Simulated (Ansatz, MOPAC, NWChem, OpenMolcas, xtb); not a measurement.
# How methods differ on SiNH2F2 (SMILES [NH][SiH](F)F)

The runs start from one conformer, not always the lowest.

SiNH2F2, doublet, SMILES `[NH][SiH](F)F`. Each level relaxes the structure for itself.

Each level gives the highest harmonic wavenumber at each level's own minimum (cm⁻¹). The values are calculated.

| level | kind | program | value (cm⁻¹) |
| --- | --- | --- | --- |
| AM1 | semi-empirical | MOPAC | 3644 |
| PM3 | semi-empirical | MOPAC | 3528 |
| MNDOD | semi-empirical | MOPAC | 3585 |
| GFN1-xTB | semi-empirical | xtb | 3571 |
| UHF/3-21G | Hartree–Fock | OpenMolcas | 3609 |
| UHF/6-31G* (Cartesian functions) | Hartree–Fock | OpenMolcas | 3720 |
| UB3LYP/6-31G* (spherical functions) | global hybrid | NWChem | 3450 |
| UPBE0-D3(BJ)/def2-SVP | global hybrid | NWChem | 3526 |
| UPBE0-D4/def2-TZVP | global hybrid | Ansatz | 3515 |
| CASSCF(7,7)/ANO-XS-VDZP (DKH2) | multireference | OpenMolcas | 3452 |

Harmonic and unscaled. The values span 3450 to 3720 cm⁻¹.

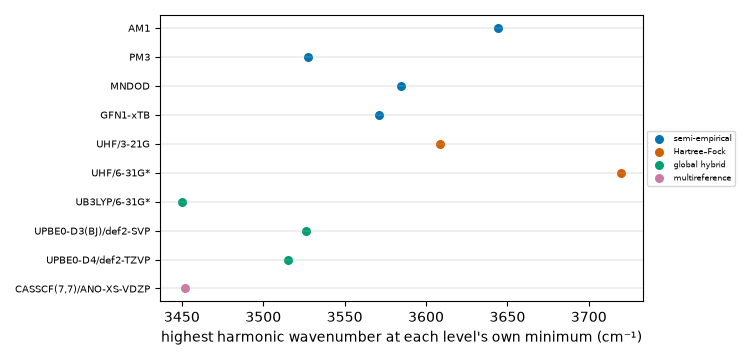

The values of the table, level by level.
